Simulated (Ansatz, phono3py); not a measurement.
# Scattering channels in Ho (P6_3/mmc), one at a time

Wanted: the sensitivity of κ of Ho to the choices of the transport step.

Calculated with Ansatz 0.2.0 and phono3py 4.10.0; DFT PBE, scalar-relativistic, plane waves, norm-conserving pseudopotentials, 4f in core, in the first sound run; inputs show where later runs differ.

## 1. The starting structure

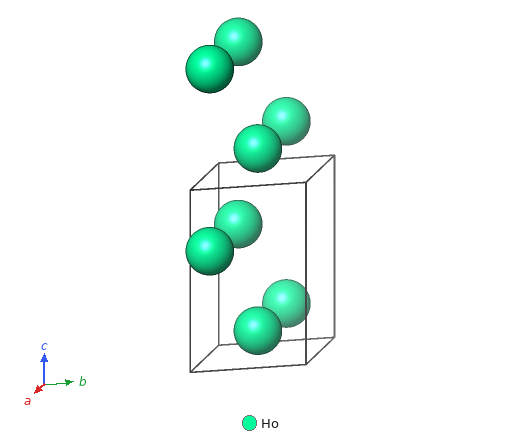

The starting structure, seen slightly off an axis (holmium green). 2×1×2 cells are drawn.

As a file:

```cif
data_structure
_symmetry_space_group_name_H-M 'P6_3/mmc'
_symmetry_Int_Tables_number 194
_cell_length_a 3.5882
_cell_length_b 3.5882
_cell_length_c 5.5675
_cell_angle_alpha 90.000
_cell_angle_beta 90.000
_cell_angle_gamma 120.000
_cell_volume 62.08
loop_
_atom_site_label
_atom_site_type_symbol
_atom_site_symmetry_multiplicity
_atom_site_Wyckoff_symbol
_atom_site_fract_x
_atom_site_fract_y
_atom_site_fract_z
_atom_site_occupancy
Ho1 Ho 2 c 0.33333 0.66667 0.25000 1
```

## 2. The earlier run that gave the force constants

The input, input.yaml:

```yaml
crystal:
  lattice:
    - [3.5881644755, 0.0, 0.0]
    - [-1.7940822377, 3.1074415887, 0.0]
    - [0.0, 0.0, 5.5674638817]
  atoms:
    - { symbol: Ho, position: [0.3333333333, 0.6666666667, 0.25] }
    - { symbol: Ho, position: [0.6666666667, 0.3333333333, 0.75] }
kpoints:
  mp_grid: { grid: [12, 12, 8] }
hamiltonian:
  xc: pbe
  pseudopotentials:
    kind: nc
    azcp: { Ho: "pseudopotentials/pbe/nc/lanthanide_3plus/Ho.nc.azcp" }
scf:
  occupations: { method: methfessel_paxton, width: 0.2 }
  lower_state_search: "off"
output:
  eigenvalues: true
phonons:
  method: fd
  supercell: [3, 3, 2]
  temperatures: { t_max: 1000, t_step: 50 }
  qpath:
    path:
      - [[0.0, 0.0, 0.0], [0.5, 0.0, 0.0], [0.33333333, 0.33333333, 0.0], [0.0, 0.0, 0.0], [0.0, 0.0, 0.5], [0.5, 0.0, 0.5], [0.33333333, 0.33333333, 0.5], [0.0, 0.0, 0.5]]
      - [[0.5, 0.0, 0.5], [0.5, 0.0, 0.0]]
      - [[0.33333333, 0.33333333, 0.0], [0.33333333, 0.33333333, 0.5]]
    npoints: 10
  third_order: { supercell: [3, 3, 2], pair_cutoff: 3.738 }
  lattice_thermal_conductivity:
    qmesh: [19, 19, 11]
    temperatures: [50.0, 100.0, 150.0, 200.0, 300.0, 400.0, 500.0, 600.0, 800.0, 1000.0]
    isotope_mass_variance: [{ species: Ho, variance: 0.0 }]
  dielectric: false
```

Run with:

```sh
> ansatz run input.yaml --threads 18 --pin off --max-ram 92160MiB --backend cuda --events-out ev --progress --plain --runs-dir out --max-vram 78GiB
```

The job ended after 8 min (1 × NVIDIA GB200 with 18 threads of Arm Neoverse V2, shared host; peak memory 8.6 GiB; 86 min of CPU time).

The files freeze the 4f shell of Ho into the core, so its moment is left out.

Numbers from this step:

| Item | Value |
| --- | --- |
| highest frequency | 114.4 cm⁻¹ |
| κ at 300 K (relaxation time) | 7.865 W/m/K |
| κ at 300 K (full solution) | 9.207 W/m/K |
| dipole term | none |
| third-order blocks | 170 |

## 3. Relaxation-time solution

The base run: each mode relaxes on its own with natural isotopes, and rates are split into normal and umklapp parts.

This step: DFT PBE, scalar-relativistic, plane waves, norm-conserving pseudopotentials, 4f in core; phono3py on Ansatz's force constants (phono3py 4.10.0).

The input, phono3py.yaml:

```yaml
phono3py:
  version: "4.10.0"
  frequency_unit_conversion_factor: 15.633302
  symmetry_tolerance: 1.00000e-05

physical_unit:
  atomic_mass: "AMU"
  length: "angstrom"

space_group:
  type: "P6_3/mmc"
  number: 194
  Hall_symbol: "-P 6c 2c"

primitive_matrix:
- [  1.000000000000000,  0.000000000000000,  0.000000000000000 ]
- [  0.000000000000000,  1.000000000000000,  0.000000000000000 ]
- [  0.000000000000000,  0.000000000000000,  1.000000000000000 ]

supercell_matrix:
- [   3,   0,   0 ]
- [   0,   3,   0 ]
- [   0,   0,   2 ]

# [primitive_cell block left out]
unit_cell:
  lattice:
  - [     3.588164475476983,    -0.000000000028868,     0.000000000000000 ] # a
  - [    -1.794082237713492,     3.107441588734367,     0.000000000000000 ] # b
  - [     0.000000000000000,     0.000000000000000,     5.567463881700000 ] # c
  points:
  - symbol: Ho # 1
    coordinates: [  0.333333333333333,  0.666666666666667,  0.250000000000000 ]
    mass: 164.930329
    reduced_to: 1
  - symbol: Ho # 2
    coordinates: [  0.666666666666667,  0.333333333333333,  0.750000000000000 ]
    mass: 164.930329
    reduced_to: 2

# [supercell block left out]
phonon_supercell_matrix:
- [   3,   0,   0 ]
- [   0,   3,   0 ]
- [   0,   0,   2 ]

# [phonon_primitive_cell block left out]
# [phonon_supercell block left out]
```

Run with:

```sh
> phono3py phono3py.yaml --mesh 19 19 11 --br --isotope --nu --ts 50 100 150 200 300 400 500 600 800 1000
```

Log:

```text
Rust backend (phonors) using rayon (8 threads).
Running in phono3py.load mode.
Spglib version 2.8.0
----------------------------- General settings -----------------------------
Run mode: conductivity-RTA
HDF5 data compression filter: gzip
Crystal structure was read from "phono3py.yaml".
Supercell (dim): [3 3 2]
Phonon supercell (dim-fc2): [3 3 2]
Primitive matrix:
  [1. 0. 0.]
  [0. 1. 0.]
  [0. 0. 1.]
Spacegroup: P6_3/mmc (194)
Use -v option to watch primitive cell, unit cell, and supercell structures.
fc3 was read from "fc3.hdf5".
fc2 was read from "fc2.hdf5".
----------------------------- Force constants ------------------------------
Max drift of fc3: 0.00000300 (xxy) 0.00000300 (xxy) 0.00000300 (xyx)
Max drift of fc2: 0.00000900 (zz) 0.00000900 (zz)
--------------------------- Calculation settings ---------------------------
Non-analytical term correction (NAC): True
BZ integration: Tetrahedron-method
Temperature:  50.0  100.0  150.0  200.0  300.0 ... 1000.0
Cutoff frequency: 0.01
Mesh sampling: [ 19 19 11 ]
Generating grid system ... [ 19 19 11 ]
fc3-r2q-transformation over three atoms: True
--------------------------- Phonon calculations ----------------------------
Running harmonic phonon calculations...
-------------------- Lattice thermal conductivity (RTA) --------------------
Running heat capacity calculations...
Running velocity calculations...
Running isotope scattering calculations with tetrahedron method...
======================= Grid point 0 (1/240) =======================
q-point: ( 0.00  0.00  0.00)
Boundary mean free path (millimeter): 1000.000
Mass variance parameters: 0.00e+00 0.00e+00
Number of triplets: 240
Frequency     group velocity (x, y, z)     |gv|
  -0.001   (   0.000    0.000    0.000)    0.000
   0.001   (   0.000    0.000    0.000)    0.000
   0.004   (   0.000    0.000    0.000)    0.000
   2.075   (   0.000    0.000    0.000)    0.000
   2.075   (   0.000    0.000    0.000)    0.000
   3.407   (   0.000    0.000    0.000)    0.000
======================= Grid point 1 (2/240) =======================
q-point: ( 0.05  0.00  0.00)
Boundary mean free path (millimeter): 1000.000
Mass variance parameters: 0.00e+00 0.00e+00
Number of triplets: 600
Frequency     group velocity (x, y, z)     |gv|
   0.321   (  16.196    9.351    0.000)   18.702
   0.338   (  16.955    9.789    0.000)   19.578
   0.486   (  24.592   14.198    0.000)   28.396
   2.100   (   2.491    1.438    0.000)    2.877
   2.108   (   3.344    1.931    0.000)    3.861
   3.412   (   0.428    0.247    0.000)    0.494
[237 grid points left out]
======================= Grid point 2018 (240/240) =======================
q-point: ( 0.32  0.32  0.45)
Boundary mean free path (millimeter): 1000.000
Mass variance parameters: 0.00e+00 0.00e+00
Number of triplets: 1050
Frequency     group velocity (x, y, z)     |gv|
   1.400   (   0.159    0.275   -1.857)    1.884
   1.435   (  -1.600   -2.770   -6.048)    6.842
   2.770   (   2.076    3.597    1.754)    4.508
   2.809   (   2.295    3.976   -2.896)    5.428
   2.946   (  -1.135   -1.966    1.427)    2.681
   2.960   (  -1.717   -2.974   -0.137)    3.437
=================== End of collection of collisions ===================
----------- Thermal conductivity (W/m-k) with tetrahedron method -----------
#  T(K)        xx         yy         zz         yz         xz         xy
   50.0      35.346     35.346     49.585      0.000     -0.000      0.000
  100.0      19.651     19.651     27.957      0.000     -0.000      0.000
  150.0      13.426     13.426     19.144      0.000     -0.000      0.000
  200.0      10.161     10.161     14.499      0.000     -0.000      0.000
  300.0       6.818      6.818      9.735      0.000     -0.000      0.000
  400.0       5.125      5.125      7.319      0.000     -0.000      0.000
  500.0       4.105      4.105      5.862      0.000     -0.000      0.000
  600.0       3.423      3.423      4.888      0.000     -0.000      0.000
  800.0       2.568      2.568      3.669      0.000     -0.000      0.000
 1000.0       2.055      2.055      2.936      0.000     -0.000      0.000

Thermal conductivity related properties were written into
"kappa-m191911.hdf5".
Summary of calculation was written in "phono3py.yaml".
```

Wall time 19 s (8 threads of Intel Xeon at 2.70GHz, shared host); peak memory 0.07 GiB; 1.9 min of CPU time.

Numbers from this step:

```yaml
kappa_at_300_k: 7.79 W/m/K
kappa_xx_yy_zz_at_300_k: 6.818, 6.818, 9.735 W/m/K
normal_share_of_three_phonon_scattering_at_300_k: 0.615
```

W/m/K. Kappa, by row:

```csv
T (K),xx,yy,zz,yz,xz,xy
50,35.35,35.35,49.59,0,0,0
100,19.65,19.65,27.96,0,0,0
150,13.43,13.43,19.14,0,0,0
200,10.16,10.16,14.5,0,0,0
300,6.818,6.818,9.735,0,0,0
400,5.125,5.125,7.319,0,0,0
500,4.105,4.105,5.862,0,0,0
600,3.423,3.423,4.888,0,0,0
800,2.568,2.568,3.669,0,0,0
1000,2.055,2.055,2.936,0,0,0
```

Lattice thermal conductivity against temperature:

```csv
temperature (K),xx (W/m/K),zz (W/m/K)
50,35.4,49.6
100,19.6,28.0
150,13.4,19.1
200,10.2,14.5
300,6.82,9.73
400,5.12,7.32
500,4.11,5.86
600,3.42,4.89
800,2.57,3.67
1000,2.06,2.94
```

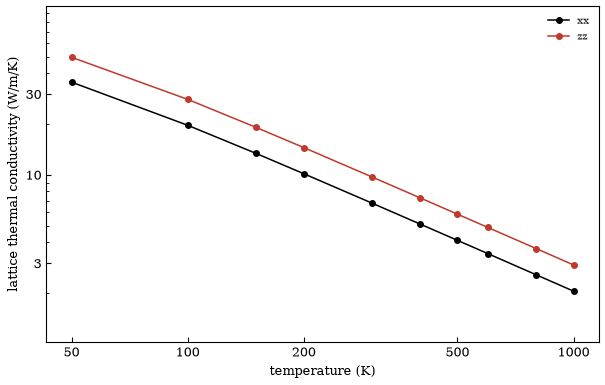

Lattice thermal conductivity against temperature.

Table of mean scattering rate at 300 K by frequency:

```csv
frequency (THz),normal (1/ps),umklapp (1/ps)
0.07,-,-
0.21,0.00614,9.3e-4
0.36,0.00969,3.3e-4
0.50,0.0206,0.00286
0.64,0.0412,0.00836
0.79,0.0672,0.0155
0.93,0.0811,0.0224
1.07,0.0869,0.0328
1.22,0.0975,0.0586
1.36,0.0935,0.104
1.50,0.0681,0.146
1.64,0.0554,0.0978
1.79,0.0508,0.0495
1.93,0.0416,0.0164
2.07,0.034,0.00855
2.22,0.0315,0.0061
2.36,0.0328,0.00501
2.50,0.0375,0.00849
2.65,0.0439,0.019
2.79,0.0598,0.0456
2.93,0.099,0.13
3.07,0.123,0.253
3.22,0.18,0.242
3.36,0.438,0.0887
```

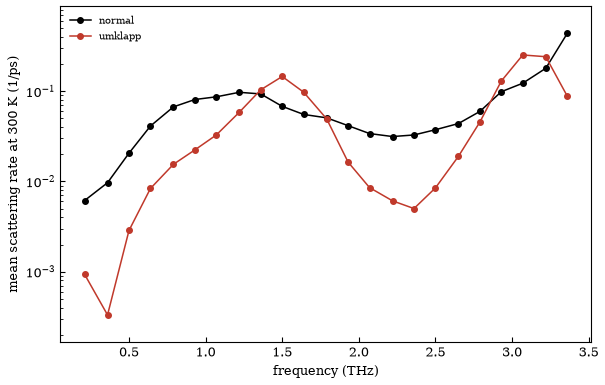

Mean scattering rate at 300 K against frequency.

The base value at 300 K is 7.79 W/(m K).

The lattice thermal conductivity is 6.82 W/m/K at 300 K (xx), going as T^-1.0 above 200 K; 9.73 W/m/K at 300 K (zz), going as T^-1.0 above 200 K.

## 4. Two programs, one set of constants

This step: DFT PBE, scalar-relativistic, plane waves, norm-conserving pseudopotentials, 4f in core (Ansatz 0.2.0).

Ansatz's figure includes its coherence part. Comparison, by row:

```csv
T (K),Ansatz RTA (W/m/K),phono3py RTA (W/m/K),difference (%)
50,40.26,40.1,-0.41
100,22.54,22.42,-0.53
150,15.43,15.33,-0.65
200,11.69,11.61,-0.74
300,7.865,7.79,-0.95
400,5.925,5.856,-1.16
500,4.755,4.691,-1.36
600,3.973,3.911,-1.56
800,2.995,2.935,-2.01
1000,2.409,2.349,-2.49
```

## 5. Without isotopes, third order supercell 3×3×2, supercell 3×3×2

Leaving out the isotope term shows how much the natural mass disorder scatters.

This step: DFT PBE, scalar-relativistic, plane waves, norm-conserving pseudopotentials, 4f in core; phono3py on Ansatz's force constants (phono3py 4.10.0).

phono3py.yaml is that of step 3.

Run with:

```sh
> phono3py phono3py.yaml --mesh 19 19 11 --br --ts 50 100 150 200 300 400 500 600 800 1000
```

Log:

```text
Rust backend (phonors) using rayon (8 threads).
Running in phono3py.load mode.
Spglib version 2.8.0
----------------------------- General settings -----------------------------
Run mode: conductivity-RTA
HDF5 data compression filter: gzip
Crystal structure was read from "phono3py.yaml".
Supercell (dim): [3 3 2]
Phonon supercell (dim-fc2): [3 3 2]
Primitive matrix:
  [1. 0. 0.]
  [0. 1. 0.]
  [0. 0. 1.]
Spacegroup: P6_3/mmc (194)
Use -v option to watch primitive cell, unit cell, and supercell structures.
fc3 was read from "fc3.hdf5".
fc2 was read from "fc2.hdf5".
----------------------------- Force constants ------------------------------
Max drift of fc3: 0.00000300 (xxy) 0.00000300 (xxy) 0.00000300 (xyx)
Max drift of fc2: 0.00000900 (zz) 0.00000900 (zz)
--------------------------- Calculation settings ---------------------------
Non-analytical term correction (NAC): True
BZ integration: Tetrahedron-method
Temperature:  50.0  100.0  150.0  200.0  300.0 ... 1000.0
Cutoff frequency: 0.01
Mesh sampling: [ 19 19 11 ]
Generating grid system ... [ 19 19 11 ]
fc3-r2q-transformation over three atoms: True
--------------------------- Phonon calculations ----------------------------
Running harmonic phonon calculations...
-------------------- Lattice thermal conductivity (RTA) --------------------
Running heat capacity calculations...
Running velocity calculations...
======================= Grid point 0 (1/240) =======================
q-point: ( 0.00  0.00  0.00)
Boundary mean free path (millimeter): 1000.000
Number of triplets: 240
Frequency     group velocity (x, y, z)     |gv|
  -0.001   (   0.000    0.000    0.000)    0.000
   0.001   (   0.000    0.000    0.000)    0.000
   0.004   (   0.000    0.000    0.000)    0.000
   2.075   (   0.000    0.000    0.000)    0.000
   2.075   (   0.000    0.000    0.000)    0.000
   3.407   (   0.000    0.000    0.000)    0.000
======================= Grid point 1 (2/240) =======================
q-point: ( 0.05  0.00  0.00)
Boundary mean free path (millimeter): 1000.000
Number of triplets: 600
Frequency     group velocity (x, y, z)     |gv|
   0.321   (  16.196    9.351    0.000)   18.702
   0.338   (  16.955    9.789    0.000)   19.578
   0.486   (  24.592   14.198    0.000)   28.396
   2.100   (   2.491    1.438    0.000)    2.877
   2.108   (   3.344    1.931    0.000)    3.861
   3.412   (   0.428    0.247    0.000)    0.494
[237 grid points left out]
======================= Grid point 2018 (240/240) =======================
q-point: ( 0.32  0.32  0.45)
Boundary mean free path (millimeter): 1000.000
Number of triplets: 1050
Frequency     group velocity (x, y, z)     |gv|
   1.400   (   0.159    0.275   -1.857)    1.884
   1.435   (  -1.600   -2.770   -6.048)    6.842
   2.770   (   2.076    3.597    1.754)    4.508
   2.809   (   2.295    3.976   -2.896)    5.428
   2.946   (  -1.135   -1.966    1.427)    2.681
   2.960   (  -1.717   -2.974   -0.137)    3.437
=================== End of collection of collisions ===================
----------- Thermal conductivity (W/m-k) with tetrahedron method -----------
#  T(K)        xx         yy         zz         yz         xz         xy
   50.0      35.346     35.346     49.585      0.000     -0.000      0.000
  100.0      19.651     19.651     27.957      0.000     -0.000      0.000
  150.0      13.426     13.426     19.144      0.000     -0.000      0.000
  200.0      10.161     10.161     14.499      0.000     -0.000      0.000
  300.0       6.818      6.818      9.735      0.000     -0.000      0.000
  400.0       5.125      5.125      7.319      0.000     -0.000      0.000
  500.0       4.105      4.105      5.862      0.000     -0.000      0.000
  600.0       3.423      3.423      4.888      0.000     -0.000      0.000
  800.0       2.568      2.568      3.669      0.000     -0.000      0.000
 1000.0       2.055      2.055      2.936      0.000     -0.000      0.000

Thermal conductivity related properties were written into
"kappa-m191911.hdf5".
Summary of calculation was written in "phono3py.yaml".
```

The job ended after 14 s (8 threads; peak memory 0.07 GiB).

W/m/K. Kappa, by row:

(Unchanged from step 3.)

Nothing changes, since the natural mass variance of these elements is zero or negligible.

## 6. Another q-mesh, third order supercell 3×3×2, supercell 3×3×2

The q-mesh of the transport sums changes, with the same scattering terms.

phono3py.yaml is that of step 5.

Run with:

```sh
> phono3py phono3py.yaml --mesh 5 5 3 --br --isotope --ts 100 300 600
```

Log:

```text
Rust backend (phonors) using rayon (8 threads).
Running in phono3py.load mode.
Spglib version 2.8.0
----------------------------- General settings -----------------------------
Run mode: conductivity-RTA
HDF5 data compression filter: gzip
Crystal structure was read from "phono3py.yaml".
Supercell (dim): [3 3 2]
Phonon supercell (dim-fc2): [3 3 2]
Primitive matrix:
  [1. 0. 0.]
  [0. 1. 0.]
  [0. 0. 1.]
Spacegroup: P6_3/mmc (194)
Use -v option to watch primitive cell, unit cell, and supercell structures.
fc3 was read from "fc3.hdf5".
fc2 was read from "fc2.hdf5".
----------------------------- Force constants ------------------------------
Max drift of fc3: 0.00000300 (xxy) 0.00000300 (xxy) 0.00000300 (xyx)
Max drift of fc2: 0.00000900 (zz) 0.00000900 (zz)
--------------------------- Calculation settings ---------------------------
Non-analytical term correction (NAC): True
BZ integration: Tetrahedron-method
Temperature:  100.0  300.0  600.0
Cutoff frequency: 0.01
Mesh sampling: [ 5 5 3 ]
Generating grid system ... [ 5 5 3 ]
fc3-r2q-transformation over three atoms: True
--------------------------- Phonon calculations ----------------------------
Running harmonic phonon calculations...
-------------------- Lattice thermal conductivity (RTA) --------------------
Running heat capacity calculations...
Running velocity calculations...
Running isotope scattering calculations with tetrahedron method...
======================= Grid point 0 (1/10) =======================
q-point: ( 0.00  0.00  0.00)
Boundary mean free path (millimeter): 1000.000
Mass variance parameters: 0.00e+00 0.00e+00
Number of triplets: 10
Frequency     group velocity (x, y, z)     |gv|
  -0.001   (   0.000    0.000    0.000)    0.000
   0.001   (   0.000    0.000    0.000)    0.000
   0.004   (   0.000    0.000    0.000)    0.000
   2.075   (   0.000    0.000    0.000)    0.000
   2.075   (   0.000    0.000    0.000)    0.000
   3.407   (   0.000    0.000    0.000)    0.000
======================= Grid point 1 (2/10) =======================
q-point: ( 0.20  0.00  0.00)
Boundary mean free path (millimeter): 1000.000
Mass variance parameters: 0.00e+00 0.00e+00
Number of triplets: 18
Frequency     group velocity (x, y, z)     |gv|
   1.119   (  12.415    7.168    0.000)   14.336
   1.144   (  11.742    6.779    0.000)   13.558
   1.719   (  19.564   11.295    0.000)   22.590
   2.372   (   6.492    3.748    0.000)    7.497
   2.451   (   7.669    4.427    0.000)    8.855
   3.426   (  -0.564   -0.326    0.000)    0.651
[7 grid points left out]
======================= Grid point 38 (10/10) =======================
q-point: ( 0.40  0.20  0.33)
Boundary mean free path (millimeter): 1000.000
Mass variance parameters: 0.00e+00 0.00e+00
Number of triplets: 24
Frequency     group velocity (x, y, z)     |gv|
   1.475   (  -0.029    0.050   -5.556)    5.556
   1.872   (   4.411   -7.640  -14.927)   17.339
   2.459   (  -5.774   10.001    3.597)   12.096
   2.767   (  -2.461    4.262   -6.113)    7.848
   2.991   (   1.740   -3.013    3.005)    4.597
   3.096   (   2.160   -3.741    0.120)    4.322
=================== End of collection of collisions ===================
----------- Thermal conductivity (W/m-k) with tetrahedron method -----------
#  T(K)        xx         yy         zz         yz         xz         xy
  100.0      29.172     29.172     50.138     -0.000     -0.000      0.000
  300.0      10.173     10.173     17.880     -0.000     -0.000      0.000
  600.0       5.109      5.109      8.998     -0.000     -0.000      0.000

Thermal conductivity related properties were written into
"kappa-m553.hdf5".
Summary of calculation was written in "phono3py.yaml".
```

The job ended after 0.86 s (8 threads; peak memory 0.07 GiB).

Numbers from this step:

```
κ at 300 K            : 12.74 W/m/K
κ xx, yy, zz at 300 K : 10.17, 10.17, 17.88 W/m/K
```

W/m/K. Kappa, by row:

```csv
T (K),xx,yy,zz,yz,xz,xy
100,29.17,29.17,50.14,0,0,0
300,10.17,10.17,17.88,0,0,0
600,5.109,5.109,8.998,0,0,0
```

This mesh is too coarse for the transport sums: κ at 300 K comes out at 12.7 against 7.79 W/(m K) in the base run.

(Part 1 of 4 ends here.)

[Logs are printed without paths, hosts, clocks, repeated set-up lines and the standing remarks that a program may print on its own settings, such as how far it seeks lower states.]

[Hosts, paths, dates, database ids (printed as entryN), source tags and the programs' standing remarks are cut or masked in the printed files.]

[A step with changed settings may run another functional than the one named; its input shows which.]

[Pressures of single members of a volume series are the stress at the run's cutoff; with an incomplete basis they can lie off −dE/dV of the same runs, and they are not shown converged.]
